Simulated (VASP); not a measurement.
# Ta(110) over its thickness, part 6 of 7

Aim: follow surface energy, work function and relaxation of Ta(110) with the number of layers.

VASP 6.6.1; PBE; plane waves and PAW (Ta).

So far. Step 16 (Relaxing the slab, layers 10): The run ended after 17 ionic steps, 0.068 eV below its first step, once the forces on the free atoms met EDIFFG = -0.01. Step 17 (The vacuum level, layers 10): The vacuum level lies 4.74 eV above the Fermi level at the upper face; both faces agree, as the slab has next to no dipole.

## 18. Surface relaxation, layers 11

System of this step: Ta(110). The cell holds 11 atoms: 11 Ta. Cell: a = 3.310 Å, b = 2.867 Å, c = 38.405 Å, α = 90.0°, β = 90.0°, γ = 54.7°. It derives from Ta. 11 layers of bcc Ta, cut at this functional's lattice. Vacuum lies along c.

INCAR reads:

```
SYSTEM = Ta
PREC = Normal
ENCUT = 320
EDIFF = 1E-06
NELM = 120
ISMEAR = 1
SIGMA = 0.15
LREAL = .FALSE.
ALGO = Fast
GGA = PE
NBANDS = 38
LASPH = .TRUE.
LORBIT = 11
LWAVE = .FALSE.
LCHARG = .FALSE.
KPAR = 4
IBRION = 2
NSW = 50
ISIF = 2
EDIFFG = -0.01
POTIM = 0.4
MAXMIX = 40
```

POSCAR reads:

```
Ta
1.0
    3.3100000000      0.0000000000      0.0000000000
    1.6550000000      2.3405234457      0.0000000000
    0.0000000000      0.0000000000     38.4052344573
Ta
11
Direct
    0.0000000000      0.0000000000      0.1952858800
    0.5000000000      0.0000000000      0.2562287000
    0.0000000000      0.0000000000      0.3171715300
    0.5000000000      0.0000000000      0.3781143500
    0.0000000000      0.0000000000      0.4390571800
    0.5000000000      0.0000000000      0.5000000000
    0.0000000000      0.0000000000      0.5609428200
    0.5000000000      0.0000000000      0.6218856500
    0.0000000000      0.0000000000      0.6828284700
    0.5000000000      0.0000000000      0.7437713000
    0.0000000000      0.0000000000      0.8047141200
```

KPOINTS reads:

```
Automatic mesh
0
Gamma
14 14 1
0 0 0
```

PAW data sets: Ta (PBE family, release 64).

The run is started by

```
$ mpirun -np 4 vasp_std
```

Log:

```text
[banner, memory and clock lines left out]
running    4 mpi-ranks, on    1 nodes
[...]
LDA part: xc-table for (Slater+PW92), standard interpolation
 POSCAR, INCAR and KPOINTS ok, starting setup
[...]
entering main loop
       N       E                     dE             d eps       ncg     rms          rms(c)
DAV:   1     0.106095439494E+03    0.10610E+03   -0.15995E+04  4372   0.791E+02
DAV:   2    -0.114992479255E+03   -0.22109E+03   -0.20819E+03  5728   0.169E+02
DAV:   3    -0.135712808467E+03   -0.20720E+02   -0.19560E+02  6444   0.476E+01
DAV:   4    -0.136788785078E+03   -0.10760E+01   -0.10446E+01  6748   0.106E+01
[...]
RMM:  33    -0.128138668540E+03   -0.95025E-05   -0.22380E-05  5473   0.117E-02    0.129E-02
RMM:  34    -0.128138684438E+03   -0.15898E-04   -0.47884E-06  3647   0.679E-03    0.130E-02
RMM:  35    -0.128138684734E+03   -0.29634E-06   -0.58565E-06  3788   0.639E-03
   1 F= -.12813868E+03 E0= -.12813997E+03  d E =-.128139E+03
[... from here on, the cycles between the ionic steps are left out ...]
   2 F= -.12817179E+03 E0= -.12817303E+03  d E =-.331029E-01
   3 F= -.12819722E+03 E0= -.12819868E+03  d E =-.585366E-01
   4 F= -.12819725E+03 E0= -.12819873E+03  d E =-.585662E-01
   5 F= -.12820047E+03 E0= -.12820193E+03  d E =-.321468E-02
   6 F= -.12820324E+03 E0= -.12820467E+03  d E =-.599070E-02
   7 F= -.12820329E+03 E0= -.12820472E+03  d E =-.603773E-02
   8 F= -.12820418E+03 E0= -.12820569E+03  d E =-.890027E-03
   9 F= -.12820461E+03 E0= -.12820623E+03  d E =-.131743E-02
  10 F= -.12820472E+03 E0= -.12820631E+03  d E =-.111600E-03
  11 F= -.12820479E+03 E0= -.12820634E+03  d E =-.187641E-03
  12 F= -.12820487E+03 E0= -.12820640E+03  d E =-.730772E-04
  13 F= -.12820507E+03 E0= -.12820657E+03  d E =-.274928E-03
  14 F= -.12820536E+03 E0= -.12820680E+03  d E =-.566413E-03
  15 F= -.12820547E+03 E0= -.12820678E+03  d E =-.679226E-03
[...]
reached required accuracy - stopping structural energy minimisation
```

The job ended after 7.7 min (4 MPI ranks of Intel Xeon 6975P-C (Granite Rapids), shared host; peak memory 1.4 GiB).

Parts of OUTCAR (step 18):

```text
  Total       -2.8741263     -3.5564047     -0.3197576     -0.0000000      0.0000000      0.0000000
  in kB      -15.4769369    -19.1509512     -1.7218685     -0.0000000      0.0000000      0.0000000
  external PRESSURE =     -12.1165855 kB  Pullay stress =       0.0000000 kB

 POSITION                                       TOTAL-FORCE (eV/Angst)
 -----------------------------------------------------------------------------------
      0.00000      0.00000      7.61365         0.000000      0.000000     -0.009042
      1.65500      0.00000      9.83613        -0.000000      0.000000      0.003372
      1.65500      2.34052     12.17738         0.000000     -0.000000      0.006623
      1.65500      0.00000     14.51553        -0.000000      0.000000     -0.005662
      0.00000      0.00000     16.86082        -0.000000      0.000000     -0.006485
      1.65500      0.00000     19.20262        -0.000000      0.000000      0.000000
      0.00000      0.00000     21.54442        -0.000000      0.000000      0.006485
      1.65500      0.00000     23.88970        -0.000000      0.000000      0.005662
      0.00000      0.00000     26.22786        -0.000000      0.000000     -0.006623
      1.65500      0.00000     28.56911        -0.000000      0.000000     -0.003372
      3.31000      0.00000     30.79159         0.000000      0.000000      0.009042
 -----------------------------------------------------------------------------------
    total drift:                                0.000000     -0.000000      0.000000

  FREE ENERGIE OF THE ION-ELECTRON SYSTEM (eV)
  ---------------------------------------------------
  free  energy   TOTEN  =      -128.2054729512 eV

  energy  without entropy=     -128.2093894506  energy(sigma->0) =     -128.20677845

[... 1 part as in an earlier step ...]

[... 3 further parts left out ...]
[key lines of the parts left out:]
E-fermi :   2.3619
```

The run ended after 15 ionic steps, 0.067 eV below its first step, once the forces on the free atoms met EDIFFG = -0.01.

## 19. The vacuum level, layers 11

INCAR: that of step 18 with these lines changed.

```diff
@@ -16,7 +16,6 @@
 KPAR = 4
-IBRION = 2
-NSW = 50
-ISIF = 2
-EDIFFG = -0.01
-POTIM = 0.4
-MAXMIX = 40
+IDIPOL = 3
+LDIPOL = .TRUE.
+DIPOL = 0.5 0.5 0.5
+LVHAR = .TRUE.
+LVACPOTAV = .TRUE.
```

POSCAR reads:

```
Ta
1.0
    3.3100000000      0.0000000000      0.0000000000
    1.6550000000      2.3405234457      0.0000000000
    0.0000000000      0.0000000000     38.4052344573
Ta
11
Direct
    0.0000000000      0.0000000000      0.1982450465
    0.5000000000      0.0000000000      0.2561142497
    0.0000000000      0.0000000000      0.3170760138
    0.5000000000      0.0000000000      0.3779570708
    0.0000000000      0.0000000000      0.4390239237
    0.5000000000      0.0000000000      0.5000000000
    0.0000000000      0.0000000000      0.5609760763
    0.5000000000      0.0000000000      0.6220429292
    0.0000000000      0.0000000000      0.6829239862
    0.5000000000      0.0000000000      0.7438857503
    0.0000000000      0.0000000000      0.8017549535
```

KPOINTS is that of step 18.

The run is started by

```
$ mpirun -np 4 vasp_std
```

Log:

```text
[... set-up lines as in an earlier step ...]
 entering main loop
       N       E                     dE             d eps       ncg     rms          rms(c)
DAV:   1     0.108907141827E+03    0.10891E+03   -0.16024E+04  4372   0.791E+02
DAV:   2    -0.114618670464E+03   -0.22353E+03   -0.21044E+03  5774   0.170E+02
DAV:   3    -0.135501358941E+03   -0.20883E+02   -0.19697E+02  6450   0.479E+01
DAV:   4    -0.136573947233E+03   -0.10726E+01   -0.10437E+01  6856   0.107E+01
[...]
RMM:  35    -0.128205472871E+03   -0.27463E-05   -0.28536E-07  2424   0.162E-03    0.768E-04
RMM:  36    -0.128205474026E+03   -0.11551E-05   -0.21252E-07  2152   0.139E-03    0.674E-04
RMM:  37    -0.128205474036E+03   -0.10142E-07   -0.53713E-08  1352   0.105E-03
 [... a notice as in an earlier step ...]

   1 F= -.12820547E+03 E0= -.12820678E+03  d E =0.390903E-02
```

Wall time 2.3 min (4 MPI ranks); peak memory 1.4 GiB; 9.1 min of CPU time.

Parts of OUTCAR (step 19):

```text
  Total       -2.8777774     -3.5596687     -0.3361277      0.0000000      0.0000000      0.0000000
  in kB      -15.4965979    -19.1685274     -1.8100203      0.0000000      0.0000000      0.0000000
  external PRESSURE =     -12.1583819 kB  Pullay stress =       0.0000000 kB

 POSITION                                       TOTAL-FORCE (eV/Angst)
 -----------------------------------------------------------------------------------
      0.00000      0.00000      7.61365         0.000000      0.000000     -0.008278
      1.65500      0.00000      9.83613         0.000000      0.000000      0.002552
      0.00000      0.00000     12.17738        -0.000000     -0.000000      0.006137
      1.65500      0.00000     14.51553        -0.000000     -0.000000     -0.004725
      0.00000      0.00000     16.86082         0.000000     -0.000000     -0.006948
      1.65500      0.00000     19.20262         0.000000      0.000000      0.000000
      0.00000      0.00000     21.54442         0.000000      0.000000      0.006948
      1.65500      0.00000     23.88970        -0.000000      0.000000      0.004725
      0.00000      0.00000     26.22786         0.000000      0.000000     -0.006137
      1.65500      0.00000     28.56911         0.000000      0.000000     -0.002552
      0.00000      0.00000     30.79159         0.000000      0.000000      0.008278
 -----------------------------------------------------------------------------------
    total drift:                                0.000000     -0.000000      0.000000

  FREE ENERGIE OF THE ION-ELECTRON SYSTEM (eV)
  ---------------------------------------------------
  free  energy   TOTEN  =      -128.2054740362 eV

  energy  without entropy=     -128.2093830688  energy(sigma->0) =     -128.20677705

[... 2 parts as in an earlier step ...]

[... 1 further part left out ...]
[key lines of the parts left out:]
E-fermi :   2.3641
```

The planar average of the electrostatic potential oscillates, so the rows of the table below give means over windows of 2.29 Å about each position, cut where the curve ends. Its maxima inside the range that stand out by 2 % of the span (Å: eV): 8.7: -2.32, 11.0: -1.32, 13.4: -1.32, 15.7: -1.28, 18.1: -1.30, 20.3: -1.30, 22.7: -1.28, 25.0: -1.32, 27.4: -1.32, 29.7: -2.32. Its minima: 7.5: -9.88, 9.8: -9.79, 12.2: -9.64, 14.5: -9.72, 16.9: -9.67, 19.2: -9.71, 21.5: -9.67, 23.9: -9.72, 26.2: -9.64, 28.6: -9.79, 30.9: -9.88.

Zero at the Fermi level. The planar average of the electrostatic potential by height; means over each step:

| height (Å) | planar average of the electrostatic potential (eV) |
| --- | --- |
| 1.15 | 4.74 |
| 3.44 | 4.73 |
| 5.72 | 2.60 |
| 8.02 | -6.26 |
| 10.30 | -5.76 |
| 12.59 | -5.72 |
| 14.88 | -5.73 |
| 17.18 | -5.75 |
| 19.46 | -5.76 |
| 21.75 | -5.77 |
| 24.04 | -5.78 |
| 26.34 | -5.77 |
| 28.62 | -5.97 |
| 30.91 | -5.89 |
| 33.21 | 4.04 |
| 35.50 | 4.74 |
| 37.79 | 4.74 |

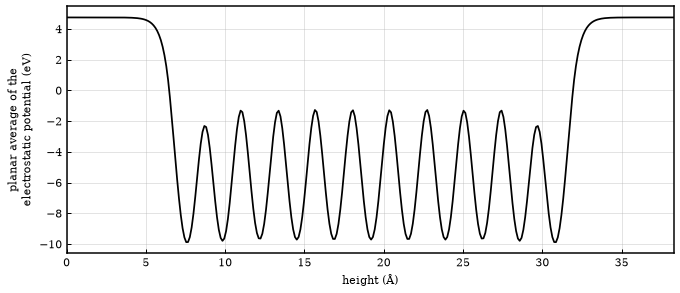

Planar average of the electrostatic potential, plotted against height.

The vacuum level lies 4.74 eV above the Fermi level at the upper face; both faces agree, as the slab has next to no dipole.

The program found no field-free point at its default tolerance, but its printed level agrees with the flat part of the planar average.

## 20. Relaxing the slab, layers 12

System of this step: Ta(110). The cell holds 12 atoms: 12 Ta. Cell: a = 3.310 Å, b = 2.867 Å, c = 40.746 Å, α = 90.0°, β = 90.0°, γ = 54.7°. It derives from Ta. 12 layers of bcc Ta, cut at this functional's lattice. Vacuum lies along c.

INCAR reads:

```
SYSTEM = Ta
PREC = Normal
ENCUT = 320
EDIFF = 1E-06
NELM = 120
ISMEAR = 1
SIGMA = 0.15
LREAL = .FALSE.
ALGO = Fast
GGA = PE
NBANDS = 42
LASPH = .TRUE.
LORBIT = 11
LWAVE = .FALSE.
LCHARG = .FALSE.
KPAR = 4
IBRION = 2
NSW = 50
ISIF = 2
EDIFFG = -0.01
POTIM = 0.4
MAXMIX = 40
```

POSCAR reads:

```
Ta
1.0
    3.3100000000      0.0000000000      0.0000000000
    1.6550000000      2.3405234457      0.0000000000
    0.0000000000      0.0000000000     40.7457579030
Ta
12
Direct
    0.5000000000      0.0000000000      0.1840682400
    0.0000000000      0.0000000000      0.2415103800
    0.5000000000      0.0000000000      0.2989525200
    0.0000000000      0.0000000000      0.3563946600
    0.5000000000      0.0000000000      0.4138367900
    0.0000000000      0.0000000000      0.4712789300
    0.5000000000      0.0000000000      0.5287210700
    0.0000000000      0.0000000000      0.5861632100
    0.5000000000      0.0000000000      0.6436053400
    0.0000000000      0.0000000000      0.7010474800
    0.5000000000      0.0000000000      0.7584896200
    0.0000000000      0.0000000000      0.8159317600
```

KPOINTS is that of step 19.

The run is started by

```
$ mpirun -np 4 vasp_std
```

Log:

```text
[banner, memory and clock lines left out]
running    4 mpi-ranks, on    1 nodes
[...]
LDA part: xc-table for (Slater+PW92), standard interpolation
 POSCAR, INCAR and KPOINTS ok, starting setup
[...]
entering main loop
       N       E                     dE             d eps       ncg     rms          rms(c)
DAV:   1     0.109309678606E+03    0.10931E+03   -0.17668E+04  4844   0.792E+02
DAV:   2    -0.125828083286E+03   -0.23514E+03   -0.21953E+03  6172   0.167E+02
DAV:   3    -0.147946155771E+03   -0.22118E+02   -0.20666E+02  7172   0.468E+01
DAV:   4    -0.149204861117E+03   -0.12587E+01   -0.12189E+01  7566   0.107E+01
[...]
RMM:  38    -0.140004590121E+03   -0.35120E-05   -0.11838E-06  3065   0.350E-03    0.164E-03
RMM:  39    -0.140004593080E+03   -0.29597E-05   -0.20650E-06  3355   0.365E-03    0.332E-03
RMM:  40    -0.140004593835E+03   -0.75505E-06   -0.39846E-07  2921   0.249E-03
   1 F= -.14000459E+03 E0= -.14000747E+03  d E =-.140005E+03
[... from here on, the cycles between the ionic steps are left out ...]
   2 F= -.14003689E+03 E0= -.14003988E+03  d E =-.322935E-01
   3 F= -.14006032E+03 E0= -.14006268E+03  d E =-.557212E-01
   4 F= -.14006050E+03 E0= -.14006284E+03  d E =-.559082E-01
   5 F= -.14006388E+03 E0= -.14006616E+03  d E =-.338201E-02
   6 F= -.14006642E+03 E0= -.14006852E+03  d E =-.592065E-02
   7 F= -.14006646E+03 E0= -.14006854E+03  d E =-.595768E-02
   8 F= -.14006745E+03 E0= -.14006956E+03  d E =-.989934E-03
   9 F= -.14006802E+03 E0= -.14007017E+03  d E =-.156229E-02
  10 F= -.14006804E+03 E0= -.14007019E+03  d E =-.158094E-02
  11 F= -.14006827E+03 E0= -.14007045E+03  d E =-.228640E-03
 trial-energy change:   -0.000229  1 .order   -0.000212   -0.000335   -0.000090
 step:   3.0488(harm=  3.3485)  dis= 0.00389  next Energy=  -140.068281 (dE=-0.240E-03)
 reached required accuracy - stopping structural energy minimisation
```

It took 8.5 min on 4 MPI ranks; peak memory 1.5 GiB.

OUTCAR, selected parts (step 20):

```text
  Total       -3.6546725     -3.9880872     -1.1606818      0.0000000      0.0000000      0.0000000
  in kB      -18.5496476    -20.2419262     -5.8911540      0.0000000      0.0000000      0.0000000
  external PRESSURE =     -14.8942426 kB  Pullay stress =       0.0000000 kB

 POSITION                                       TOTAL-FORCE (eV/Angst)
 -----------------------------------------------------------------------------------
      1.65500      0.00000      7.58455        -0.000000      0.000000      0.008416
      0.00000      0.00000      9.81165        -0.000000      0.000000      0.006465
      1.65500      0.00000     12.15631        -0.000000      0.000000      0.005731
      3.31000      0.00000     14.49886         0.000000      0.000000      0.009493
      1.65500      0.00000     16.84903         0.000000      0.000000      0.000819
      0.00000      0.00000     19.19864         0.000000      0.000000     -0.003909
      1.65500      0.00000     21.54712        -0.000000      0.000000      0.003909
      3.31000      0.00000     23.89672        -0.000000      0.000000     -0.000819
      1.65500      0.00000     26.24689         0.000000      0.000000     -0.009493
      0.00000      0.00000     28.58945        -0.000000      0.000000     -0.005731
      1.65500      0.00000     30.93411        -0.000000      0.000000     -0.006465
      0.00000      0.00000     33.16121        -0.000000      0.000000     -0.008416
 -----------------------------------------------------------------------------------
    total drift:                               -0.000000      0.000000     -0.000000

  FREE ENERGIE OF THE ION-ELECTRON SYSTEM (eV)
  ---------------------------------------------------
  free  energy   TOTEN  =      -140.0682693113 eV

  energy  without entropy=     -140.0748157596  energy(sigma->0) =     -140.07045146

[... 1 part as in an earlier step ...]

[... 3 further parts left out ...]
[key lines of the parts left out:]
E-fermi :   2.5613
```

The run ended after 11 ionic steps, 0.064 eV below its first step, once the forces on the free atoms met EDIFFG = -0.01.

## 21. The vacuum level, layers 12

INCAR: that of step 20 with these lines changed.

```diff
@@ -16,7 +16,6 @@
 KPAR = 4
-IBRION = 2
-NSW = 50
-ISIF = 2
-EDIFFG = -0.01
-POTIM = 0.4
-MAXMIX = 40
+IDIPOL = 3
+LDIPOL = .TRUE.
+DIPOL = 0.5 0.5 0.5
+LVHAR = .TRUE.
+LVACPOTAV = .TRUE.
```

POSCAR reads:

```
Ta
1.0
    3.3100000000      0.0000000000      0.0000000000
    1.6550000000      2.3405234457      0.0000000000
    0.0000000000      0.0000000000     40.7457579030
Ta
12
Direct
    0.5000000000      0.0000000000      0.1861432987
    0.0000000000      0.0000000000      0.2408016956
    0.5000000000      0.0000000000      0.2983453093
    0.0000000000      0.0000000000      0.3558373980
    0.5000000000      0.0000000000      0.4135162478
    0.0000000000      0.0000000000      0.4711812338
    0.5000000000      0.0000000000      0.5288187662
    0.0000000000      0.0000000000      0.5864837522
    0.5000000000      0.0000000000      0.6441626020
    0.0000000000      0.0000000000      0.7016546907
    0.5000000000      0.0000000000      0.7591983044
    0.0000000000      0.0000000000      0.8138567013
```

KPOINTS is that of step 20.

The run is started by

```
$ mpirun -np 4 vasp_std
```

Log:

```text
[... set-up lines as in an earlier step ...]
 entering main loop
       N       E                     dE             d eps       ncg     rms          rms(c)
DAV:   1     0.111402406358E+03    0.11140E+03   -0.17693E+04  4844   0.792E+02
DAV:   2    -0.125547915556E+03   -0.23695E+03   -0.22130E+03  6174   0.168E+02
DAV:   3    -0.147762592186E+03   -0.22215E+02   -0.20759E+02  7204   0.468E+01
DAV:   4    -0.148951984941E+03   -0.11894E+01   -0.11495E+01  7504   0.105E+01
[...]
RMM:  34    -0.140068263360E+03   -0.19432E-05   -0.26022E-07  2980   0.164E-03    0.218E-03
RMM:  35    -0.140068267900E+03   -0.45402E-05   -0.33297E-07  2967   0.149E-03    0.101E-03
RMM:  36    -0.140068268473E+03   -0.57283E-06   -0.74958E-08  1765   0.102E-03
 [... a notice as in an earlier step ...]

   1 F= -.14006827E+03 E0= -.14007045E+03  d E =0.654149E-02
```

Elapsed: 2.2 min, on 4 MPI ranks; peak memory 1.5 GiB.

Parts of OUTCAR (step 21):

```text
  Total       -3.6540223     -3.9866833     -1.1561656      0.0000000      0.0000000      0.0000000
  in kB      -18.5463473    -20.2348007     -5.8682313      0.0000000      0.0000000      0.0000000
  external PRESSURE =     -14.8831264 kB  Pullay stress =       0.0000000 kB

 POSITION                                       TOTAL-FORCE (eV/Angst)
 -----------------------------------------------------------------------------------
      1.65500      0.00000      7.58455        -0.000000      0.000000      0.008862
      0.00000      0.00000      9.81165        -0.000000      0.000000      0.006900
      1.65500      0.00000     12.15631        -0.000000      0.000000      0.005032
      0.00000      0.00000     14.49886         0.000000      0.000000      0.010070
      1.65500      0.00000     16.84903        -0.000000      0.000000      0.000586
      0.00000      0.00000     19.19864        -0.000000      0.000000     -0.006128
      1.65500      0.00000     21.54712         0.000000      0.000000      0.006128
      0.00000      0.00000     23.89672        -0.000000      0.000000     -0.000586
      1.65500      0.00000     26.24689         0.000000      0.000000     -0.010070
      0.00000      0.00000     28.58945        -0.000000      0.000000     -0.005032
      1.65500      0.00000     30.93411        -0.000000      0.000000     -0.006900
      0.00000      0.00000     33.16121        -0.000000      0.000000     -0.008862
 -----------------------------------------------------------------------------------
    total drift:                               -0.000000     -0.000000      0.000000

  FREE ENERGIE OF THE ION-ELECTRON SYSTEM (eV)
  ---------------------------------------------------
  free  energy   TOTEN  =      -140.0682684733 eV

  energy  without entropy=     -140.0748099620  energy(sigma->0) =     -140.07044897

[... 2 parts as in an earlier step ...]

[... 1 further part left out ...]
[key lines of the parts left out:]
E-fermi :   2.5610
```

The vacuum level lies 4.74 eV above the Fermi level at the upper face; both faces agree, as the slab has next to no dipole.

The program found no field-free point at its default tolerance, but its printed level agrees with the flat part of the planar average.

(Part 6 of 7 ends here.)

[Lines on the potential files, build, host, timing and source positions are cut from VASP's logs without a mark.]

[Logs are printed without paths, hosts, clocks, repeated set-up lines and the standing remarks that a program may print on its own settings, such as how far it seeks lower states.]

[Hosts, paths, dates, database ids (printed as entryN), source tags and the programs' standing remarks are cut or masked in the printed files.]

[Runs that stopped without an error message from VASP are left out.]
